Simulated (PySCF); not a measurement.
Consider C₈H₄O₃.

Input

```
{"job": {"kind": "nmr", "xc": "PBE0", "basis": "pcSseg-1"}, "charge": 0, "multiplicity": 1}
O     -1.800624    -2.657053    -0.081464
C     -1.589665    -1.488077    -0.030934
O     -2.602765    -0.549989     0.022038
C     -2.092823     0.733231     0.074548
O     -2.788141     1.696023     0.130333
C     -0.614910     0.612394     0.049565
C      0.374410     1.585295     0.079868
C      1.698354     1.142279     0.047579
C      2.007606    -0.223451    -0.012316
C      1.003477    -1.193363    -0.043095
C     -0.308367    -0.741538    -0.011269
H      0.120450     2.645927     0.127096
H      2.511276     1.871504     0.069626
H      3.055343    -0.531373    -0.035004
H      1.230793    -2.260032    -0.089820
```

Run with:

```sh
OMP_NUM_THREADS=2 python probes_run.py task.json out
```

Geometry: PBE0-D3(BJ)/def2-SVP.

All numbers below come from PBE0/pcSseg-1, SCF density, gas phase, non-relativistic in PySCF.

Question: Predict the electron density and electron localisation function between the atoms.

Answer: C–O (1.19 Å): ρ is about 3.4 e/Å³ halfway; the ELF peaks at about 0.85 between the atoms (a short, multiple covalent bond).
C–C (1.39 Å): the density is about 2.1 e/Å³ at the midpoint; the ELF peaks at about 0.95 between the atoms (a covalent bond).
C–H (1.09 Å): ρ at the midpoint is about 2 e/Å³; the ELF climbs to about 1 towards the hydrogen, as it does in any bond to H (an ordinary covalent bond to hydrogen).
C–C (1.48 Å): the density is about 1.8 e/Å³ at the midpoint; the ELF peaks at about 0.95 between the atoms, as expected for localised, covalent bonding.

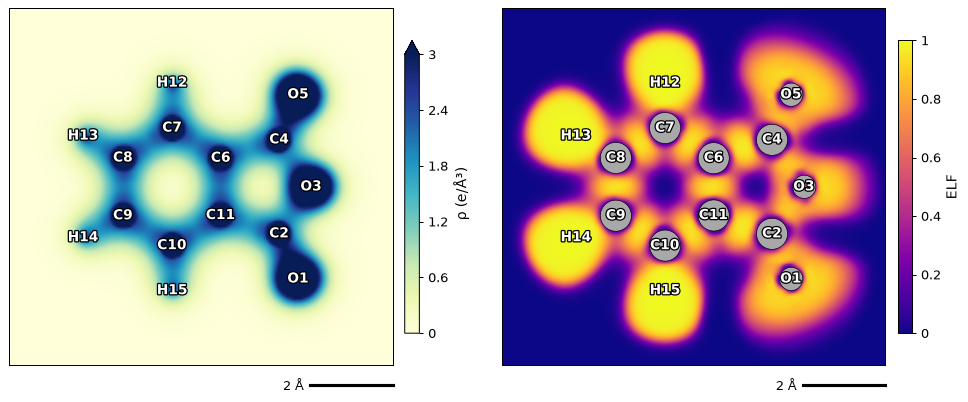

Computed electron density and electron localisation function on the molecular plane, in this order. Grey discs cover the atomic cores in the ELF map. 
